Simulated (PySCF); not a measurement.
System: C$_{6}$H$_{3}$F (SMILES C#C/C=C(\F)C#C).

Input file:

```
{"job": {"kind": "nmr", "xc": "PBE0", "basis": "pcSseg-1", "pop": false}, "charge": 0, "multiplicity": 1}
C      2.773900     1.218900    -0.304600
C      1.780500     0.513800    -0.369600
C      0.509900    -0.123100    -0.645000
C     -0.460800    -0.273200     0.309400
F     -0.206100    -0.295500     1.707000
C     -1.716400    -0.710500    -0.133900
C     -2.874500    -0.776200    -0.505900
H      3.605900     1.843500    -0.011000
H      0.138000    -0.151600    -1.601400
H     -3.876700    -0.817200    -0.324400
```

Launched as:

```sh
OMP_NUM_THREADS=1 python probes_run.py task.json out
```

Geometry: GFN2-xTB, MD frame at 250 fs, 600 K.

Method: PBE0/pcSseg-1, SCF density, gas phase, non-relativistic in PySCF 2.14.0.

### What will maps of the electron density and electron localisation function show?

C–C (1.22 Å): ρ is about 2.7 e/Å³ halfway; the ELF peaks at about 0.85 between the atoms (a short, multiple covalent bond).
C–F (1.42 Å): ρ at the midpoint is about 1.9 e/Å³, with its minimum of 1.5 e/Å³ about 0.5 Å from C; the ELF peaks at about 0.85 between the atoms; a polar covalent bond.
C–H (1.02 Å): ρ at the midpoint is about 2.3 e/Å³; the ELF climbs to about 1 towards the hydrogen, as it does in any bond to H: an ordinary covalent bond to hydrogen.
C–C (1.37 Å): ρ at the midpoint is about 2.2 e/Å³; the ELF peaks at about 0.95 between the atoms, as expected for localised, covalent bonding.

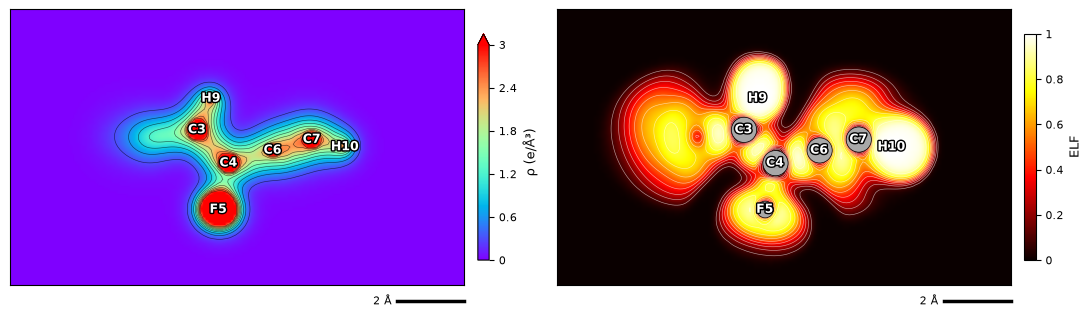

Computed electron density and electron localisation function on the plane of atoms C4, C3 and H9, in this order. Grey discs cover the atomic cores in the ELF map. 
